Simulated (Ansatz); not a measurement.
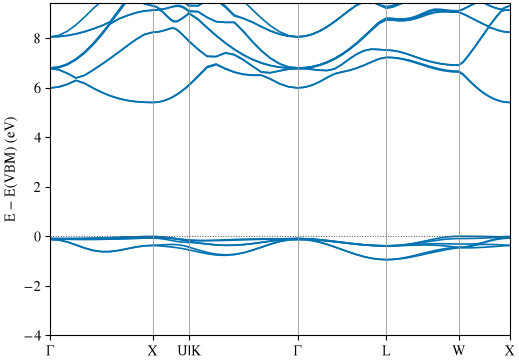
Band structure from PBEsol with spin–orbit coupling in the plane-wave PAW code Ansatz

**Question.** Read off the gap and where the band edges lie.

**Answer.** About 5.4 eV (5.40 eV by a search for the band edges); maximum at W, minimum at X.

The material is CsBH$_{4}$ in space group F-43m (No. 216; Cs on 4a, B on 4b, H on 16e).

The workflow started from a Materials Project entry (that database holds measured and hypothetical structures alike); the Crystallography Open Database copy checked does not list it. Its standing as an ambient phase is unchecked. The PBEsol relaxation kept the symmetry of its start; its stability against distortions is not shown here.

Potentials: the later of the program's two PAW sets.
